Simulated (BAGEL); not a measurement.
# A workflow on C2H5Al (SMILES C=[CH][AlH2])

Wanted: a single-point energy (HF/cc-pVDZ), then the energy (NEVPT2(2,2)/cc-pVDZ), then a single-point energy (CASPT2(2,2)/cc-pVDZ) of C2H5Al. 

Program for the calculation: BAGEL 1.2.2.

2 further runs of the same task are left out: 2 set aside as unsound or not needed.

## Step 1: Starting point

C2H5Al has 8 atoms, charge 0, and is taken as a singlet. SMILES: `C=[CH][AlH2]`. The C2–H6 distance was set to 1.744 Å, away from the relaxed value. At this shape a bond of the SMILES string is far longer than usual.

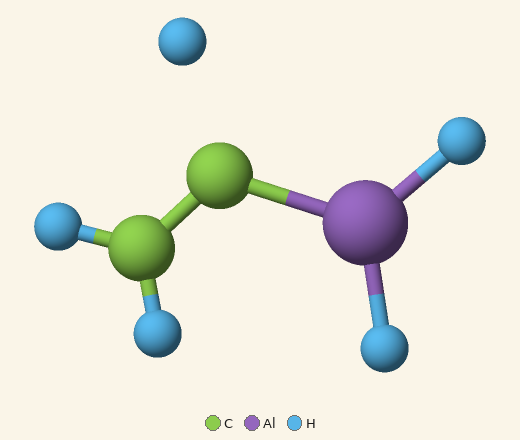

The structure, seen from a chosen angle (carbon green, aluminium purple, hydrogen blue).

## Step 2: A single-point energy at HF/cc-pVDZ (density fitting with svp-jkfit) (run 1)

Input file calc.json:

```json
{ "bagel": [

{
  "title": "molecule",
  "basis": "cc-pvdz.json",
  "df_basis": "svp-jkfit",
  "angstrom": "true",
  "geometry": [
    { "atom": "C", "xyz": [      -1.351854,       0.292150,      -0.545756 ] },
    { "atom": "C", "xyz": [      -0.122954,       0.113950,      -0.050656 ] },
    { "atom": "Al", "xyz": [       0.608846,      -1.676350,       0.073244 ] },
    { "atom": "H", "xyz": [      -1.958854,      -0.545650,      -0.884256 ] },
    { "atom": "H", "xyz": [      -1.816954,       1.272250,      -0.640656 ] },
    { "atom": "H", "xyz": [       0.735600,       1.546100,       0.452700 ] },
    { "atom": "H", "xyz": [       2.062046,      -1.954950,       0.648944 ] },
    { "atom": "H", "xyz": [      -0.317554,      -2.864050,      -0.430656 ] }
  ]
},

{
  "title": "hf"
},

{
  "title": "print",
  "file": "orbitals.molden",
  "orbitals": "true"
}

]}
```

The basis set cc-pVDZ is read from a file made from the Basis Set Exchange's data (not shown).

The run is started by

```
$ BAGEL_NUM_THREADS=1 BAGEL calc.json > calc.out
```

Log:

```text
* using 1 threads per process

  ===============================================================
  ===============================================================

  *** Geometry ***

  { "atom" : "C", "xyz" : [     -2.554634,      0.552083,     -1.031329 ] },
  { "atom" : "C", "xyz" : [     -0.232349,      0.215334,     -0.095726 ] },
  { "atom" : "Al", "xyz" : [      1.150552,     -3.167842,      0.138411 ] },
  { "atom" : "H", "xyz" : [     -3.701698,     -1.031129,     -1.671002 ] },
  { "atom" : "H", "xyz" : [     -3.433545,      2.404204,     -1.210664 ] },
  { "atom" : "H", "xyz" : [      1.390083,      2.921706,      0.855479 ] },
  { "atom" : "H", "xyz" : [      3.896702,     -3.694320,      1.226326 ] },
  { "atom" : "H", "xyz" : [     -0.600090,     -5.412270,     -0.813822 ] },

  Number of auxiliary basis functions:      368

  Since a DF basis is specified, we compute 2- and 3-index integrals:
    o Being stored without compression. Storage requirement is 0.015 GB

  Number of basis functions:       71
  Number of electrons      :       30

    * METHOD: MOLECULE                             0.11

  *** RHF ***

  === Nuclear Repulsion ===
    82.1412273652

      * DIIS with orbital gradients will be used.

  === RHF iteration (cc-pvdz.json) ===
      0       -320.32199081          0.01412309           0.02
      1       -320.40599807          0.00675589           0.02
      2       -320.42332823          0.00165021           0.02
      3       -320.42500550          0.00031485           0.02
      4       -320.42506731          0.00018049           0.03
      5       -320.42508933          0.00004624           0.02
      6       -320.42509142          0.00001239           0.02
      7       -320.42509156          0.00000338           0.02
      8       -320.42509157          0.00000062           0.02
      9       -320.42509157          0.00000027           0.02
     10       -320.42509157          0.00000013           0.02
     11       -320.42509157          0.00000004           0.02
     12       -320.42509157          0.00000001           0.02
    * SCF iteration converged.

    * Permanent dipole moment:
           (    0.432129,     0.085017,     0.189450) a.u.

    * METHOD: HF                                   0.38

    * METHOD: PRINT                                0.01

  ===============================================================
```

It took 0.64 s on 1 thread of Arm Neoverse V2, shared host; peak memory 0.18 GiB.

## Step 3: A single-point energy at NEVPT2(2,2)/cc-pVDZ (density fitting with svp-jkfit) (run 2)

Input file nevpt2.json:

```json
{ "bagel": [

{
  "title": "molecule",
  "basis": "cc-pvdz.json",
  "df_basis": "svp-jkfit",
  "angstrom": "true",
  "geometry": [
    { "atom": "C", "xyz": [      -1.351854,       0.292150,      -0.545756 ] },
    { "atom": "C", "xyz": [      -0.122954,       0.113950,      -0.050656 ] },
    { "atom": "Al", "xyz": [       0.608846,      -1.676350,       0.073244 ] },
    { "atom": "H", "xyz": [      -1.958854,      -0.545650,      -0.884256 ] },
    { "atom": "H", "xyz": [      -1.816954,       1.272250,      -0.640656 ] },
    { "atom": "H", "xyz": [       0.735600,       1.546100,       0.452700 ] },
    { "atom": "H", "xyz": [       2.062046,      -1.954950,       0.648944 ] },
    { "atom": "H", "xyz": [      -0.317554,      -2.864050,      -0.430656 ] }
  ]
},

{ "title": "hf" },

{ "title": "nevpt2", "nstate": 1, "nact": 2, "nclosed": 14, "active": [15, 17], "maxiter": 200, "natocc": "true", "ncore": 7 },

{ "title": "print", "file": "orbitals.molden", "orbitals": "true" }

]}
```

The basis set cc-pVDZ is read from a file made from the Basis Set Exchange's data (not shown).

The run is started by

```
$ BAGEL_NUM_THREADS=1 BAGEL nevpt2.json > nevpt2.out
```

Log:

```text
* using 1 threads per process

  ===============================================================
  ===============================================================

  *** Geometry ***

  { "atom" : "C", "xyz" : [     -2.554634,      0.552083,     -1.031329 ] },
  { "atom" : "C", "xyz" : [     -0.232349,      0.215334,     -0.095726 ] },
  { "atom" : "Al", "xyz" : [      1.150552,     -3.167842,      0.138411 ] },
[... 4 lines of this table left out ...]
  { "atom" : "H", "xyz" : [     -0.600090,     -5.412270,     -0.813822 ] },

  Number of auxiliary basis functions:      368

  Since a DF basis is specified, we compute 2- and 3-index integrals:
    o Being stored without compression. Storage requirement is 0.015 GB

  Number of basis functions:       71
  Number of electrons      :       30

    * METHOD: MOLECULE                             0.10

  *** RHF ***

  === Nuclear Repulsion ===
    82.1412273652

      * DIIS with orbital gradients will be used.

  === RHF iteration (cc-pvdz.json) ===
      0       -320.32199081          0.01412309           0.02
      1       -320.40599807          0.00675589           0.02
      2       -320.42332823          0.00165021           0.02
[... 9 lines of this table left out ...]
     12       -320.42509157          0.00000001           0.03
    * SCF iteration converged.

    * Permanent dipole moment:
           (    0.432129,     0.085017,     0.189450) a.u.

    * METHOD: HF                                   0.38

    * freezing 7 orbitals
  ---------------------------
      CASSCF calculation
  ---------------------------

    ==== Active orbitals : =====
         Orbital 15
         Orbital 17
    ============================

    * nstate   :      1
    * nclosed  :     14
    * nact     :      2
    * nvirt    :     55
  === CASSCF iteration (cc-pvdz.json) ===

    * Using the second-order algorithm

      0  0      -320.43362475     1.69e-03      0.01

      1  0      -320.45652309     2.50e-03      0.15
[... 19 lines of this table left out ...]
     11  0      -320.46378650     5.60e-09      0.13

    * Second-order optimization converged. *

     guess   0:   closed 1.                   open ..

  === FCI iteration ===

      0  0      -320.42310001     8.21e-02      0.00
      1  0      -320.46374482     2.28e-03      0.00
      2  0 *    -320.46378650     5.98e-16      0.00

     * ci vector, state   0, <S^2> = 0.0000
       2.     0.9706050295
       .2    -0.2406779524

  === DF-NEVPT2 calculation ===

    * 3-index integral transformation done
    * assembly done

      NEVPT2 correlation energy:   -0.3133121959      0.07

          (+0)     -0.2577519690
          (+0)'    -0.0148806698
          (+1)     -0.0089034470
          (+1)'    -0.0000000000
          (+2)     -0.0003944816
          (-1)     -0.0264504604
          (-1)'     0.0000000000
          (-2)     -0.0049311682

      NEVPT2 total energy:       -320.7770986961

    * METHOD: NEVPT2                               1.89

    * METHOD: PRINT                                0.01

  ===============================================================
```

It took 2.5 s on 1 thread of Arm Neoverse V2, shared host; peak memory 0.18 GiB.

## Step 4: A single-point energy at CASPT2(2,2)/cc-pVDZ (density fitting with svp-jkfit) (run 3)

Input file caspt2.json:

```json
{ "bagel": [

{
  "title": "molecule",
  "basis": "cc-pvdz.json",
  "df_basis": "svp-jkfit",
  "angstrom": true,
  "geometry": [
    { "atom": "C", "xyz": [      -1.351854,       0.292150,      -0.545756 ] },
    { "atom": "C", "xyz": [      -0.122954,       0.113950,      -0.050656 ] },
    { "atom": "Al", "xyz": [       0.608846,      -1.676350,       0.073244 ] },
    { "atom": "H", "xyz": [      -1.958854,      -0.545650,      -0.884256 ] },
    { "atom": "H", "xyz": [      -1.816954,       1.272250,      -0.640656 ] },
    { "atom": "H", "xyz": [       0.735600,       1.546100,       0.452700 ] },
    { "atom": "H", "xyz": [       2.062046,      -1.954950,       0.648944 ] },
    { "atom": "H", "xyz": [      -0.317554,      -2.864050,      -0.430656 ] }
  ]
},

{ "title": "hf" },

{ "title": "casscf", "nstate": 1, "nact": 2, "nclosed": 14, "active": [15, 17], "maxiter": 200, "natocc": true },

{ "title": "print", "file": "orbitals.molden", "orbitals": true },

{ "title": "smith", "method": "caspt2", "ms": true, "xms": true, "sssr": true, "shift": 0.2, "shift_imag": true, "ncore": 7 }

]}
```

The basis set cc-pVDZ is read from a file made from the Basis Set Exchange's data (not shown).

The run is started by

```
$ BAGEL_NUM_THREADS=1 BAGEL caspt2.json > caspt2.out
```

Log:

```text
* using 1 threads per process

  ===============================================================
  ===============================================================

  *** Geometry ***

  { "atom" : "C", "xyz" : [     -2.554634,      0.552083,     -1.031329 ] },
  { "atom" : "C", "xyz" : [     -0.232349,      0.215334,     -0.095726 ] },
  { "atom" : "Al", "xyz" : [      1.150552,     -3.167842,      0.138411 ] },
[... 4 lines of this table left out ...]
  { "atom" : "H", "xyz" : [     -0.600090,     -5.412270,     -0.813822 ] },

  Number of auxiliary basis functions:      368

  Since a DF basis is specified, we compute 2- and 3-index integrals:
    o Being stored without compression. Storage requirement is 0.015 GB

  Number of basis functions:       71
  Number of electrons      :       30

    * METHOD: MOLECULE                             0.11

  *** RHF ***

  === Nuclear Repulsion ===
    82.1412273652

      * DIIS with orbital gradients will be used.

[... 6 lines left out ...]
    * SCF iteration converged.
[... 1 line left out ...]
    * Permanent dipole moment:
[... 27 lines left out ...]
    * Second-order optimization converged. *
[... 9 lines left out ...]
     * ci vector, state   0, <S^2> = 0.0000
[... 16 lines left out ...]
    * Zeroth order energy : state  0       -0.7293972738
[... 3 lines left out ...]
      -------------------------------------------  CASPT2 iteration  ---------------------------------------------------
       #      aibj      arbs      arbi      airj      risj      airs      arst      rist         Etot      error   time
      ------------------------------------------------------------------------------------------------------------------

       0  -0.25640  -0.00604  -0.02747  -0.00951  -0.00058  -0.01344  -0.00000  -0.00000   -0.3134489  0.0013833   0.03
       1  -0.25652  -0.00607  -0.02756  -0.00964  -0.00061  -0.01367  -0.00000  -0.00000   -0.3140687  0.0002134   0.03
       2  -0.25653  -0.00607  -0.02755  -0.00964  -0.00061  -0.01368  -0.00000  -0.00000   -0.3140858  0.0000427   0.03
       3  -0.25653  -0.00607  -0.02755  -0.00964  -0.00061  -0.01368  -0.00000  -0.00000   -0.3140864  0.0000083   0.03
       4  -0.25653  -0.00608  -0.02755  -0.00964  -0.00061  -0.01368   0.00000  -0.00000   -0.3140864  0.0000015   0.03
       5  -0.25653  -0.00608  -0.02755  -0.00964  -0.00061  -0.01368  -0.00000   0.00000   -0.3140864  0.0000003   0.03

      ------------------------------------------------------------------------------------------------------------------

    * CASPT2 energy : state  0     -320.7804558270
        w/o shift correction       -320.7778729406
        reference weight              0.8845029377

    * METHOD: SMITH                                0.26

  ===============================================================
```

It took 2.6 s on 1 thread of Arm Neoverse V2, shared host; peak memory 0.18 GiB.

## Step 5: What came out

| quantity | value |
| --- | --- |
| run 1, HF/cc-pVDZ: total energy | -320.42509 Eh |
| run 1, HF/cc-pVDZ: dipole moment | 1.22 D |
| run 1, HF/cc-pVDZ: HOMO energy | -10.21 eV |
| run 1, HF/cc-pVDZ: LUMO energy | 1.14 eV |
| run 1, HF/cc-pVDZ: HOMO–LUMO gap | 11.35 eV |
| run 2, NEVPT2(2,2)/cc-pVDZ: total energy | -320.77710 Eh |
| run 3, CASPT2(2,2)/cc-pVDZ: total energy | -320.78046 Eh |
